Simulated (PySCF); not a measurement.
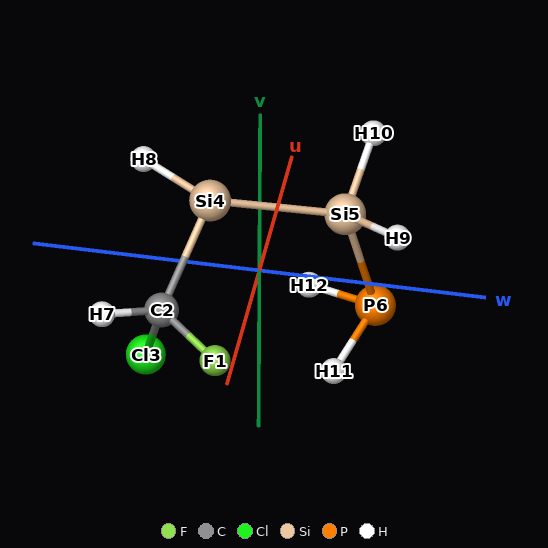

The lines u, v and w are the principal axes of the g tensor. State: neutral, doublet. Computed geometry: GFN2-xTB optimisation. No frequency run is at hand to confirm it as a minimum. Level of theory: UKS B3LYP, pcH-1 on C Cl F H P Si, non-relativistic, mean-field spin-orbit, GIAO (PySCF 2.14.0).

Along which axis does g lie farthest from the free-electron value?

Along v: the shift is 3403 ppm.

Give the principal values and shifts.

```csv
axis,g,shift (ppm)
u,2.00247,156
v,2.00572,3403
w,2.00008,−2236
```

The geometry is semi-empirical. Around P, Si such bond lengths and angles can be off by a tenth of an ångström or more and by several degrees, and values that hang on the shape move with them.
